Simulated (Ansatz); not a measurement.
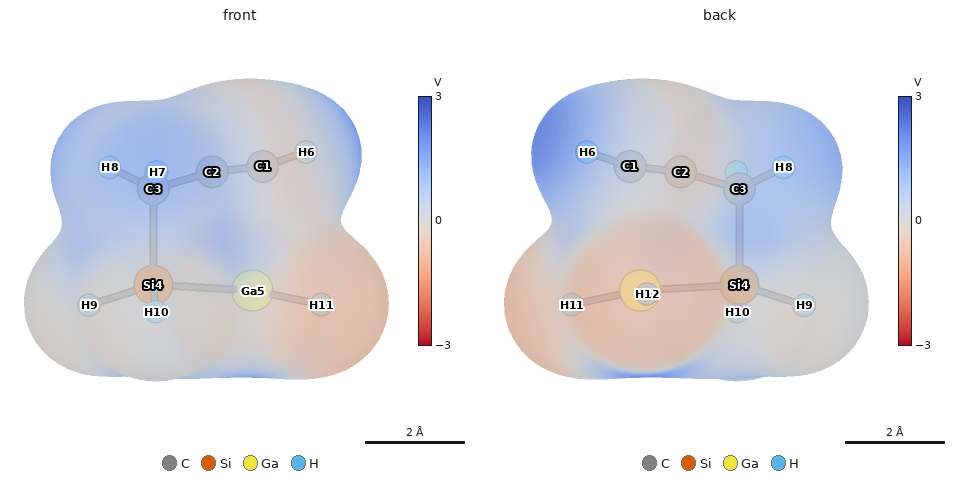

*C3H7GaSi. The electrostatic potential painted on the density surface at 0.002 e/bohr³, seen from the front and from behind; the colour scale runs from red (negative) to blue (positive).*

Geometry: PBE0-D4/def2-TZVP.

Method: RKS PBE0-D4/def2-TZVPP in Ansatz 0.2.0.

```yaml
atoms:
  - { symbol: C, position_ang: [-1.8131, -0.6346, 0.4241] }
  - { symbol: C, position_ang: [-0.7024, -0.5633, 0.9071] }
  - { symbol: C, position_ang: [0.6747, -0.3837, 1.2907] }
  - { symbol: Si, position_ang: [1.4135, 0.5000, -0.2724] }
  - { symbol: Ga, position_ang: [-0.6633, 0.4584, -1.5300] }
  - { symbol: H, position_ang: [-2.8385, -0.7834, 0.1733] }
  - { symbol: H, position_ang: [0.7605, 0.2343, 2.1867] }
  - { symbol: H, position_ang: [1.1613, -1.3432, 1.4780] }
  - { symbol: H, position_ang: [2.5696, -0.3113, -0.7480] }
  - { symbol: H, position_ang: [1.9572, 1.8154, 0.1697] }
  - { symbol: H, position_ang: [-1.5873, 1.7313, -1.5424] }
  - { symbol: H, position_ang: [-0.9322, -0.7198, -2.5369] }
```

> Describe the electrostatic potential map.

The most negative region (about −0.7 V) lies over H11 and H12, the most positive (about +2.0 V) over H6.
